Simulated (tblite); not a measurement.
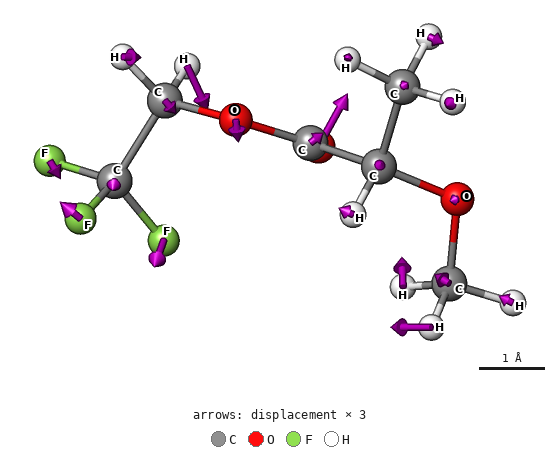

A relaxation of C6H9F3O3. The starting structure is drawn; purple arrows show the displacements, magnified 3 times. The two geometries are superimposed by the best rigid fit.

The picture is a ball-and-stick view, seen at a tilt.

Computed with GFN2-xTB geometry optimisation, gas phase in tblite 0.8.0. 

Question: What happened in the run?

Answer: The largest move after the best rigid fit is that of an O atom, 0.32 Å. Largest moves by element: O 0.32 Å, H 0.28 Å, F 0.26 Å, C 0.11 Å. Among the contacts that change: C–O 1.449 → 1.411 Å, C–O 1.426 → 1.401 Å, C–O 1.216 → 1.195 Å, C–H 1.105 → 1.088 Å. Bond angles that change, for instance: H–C–H 106.6° → 111.3°, O–C–C 115.7° → 112.2°, O–C–H 107.8° → 110.8°. After 83 geometry steps the energy has fallen by 0.190 eV.
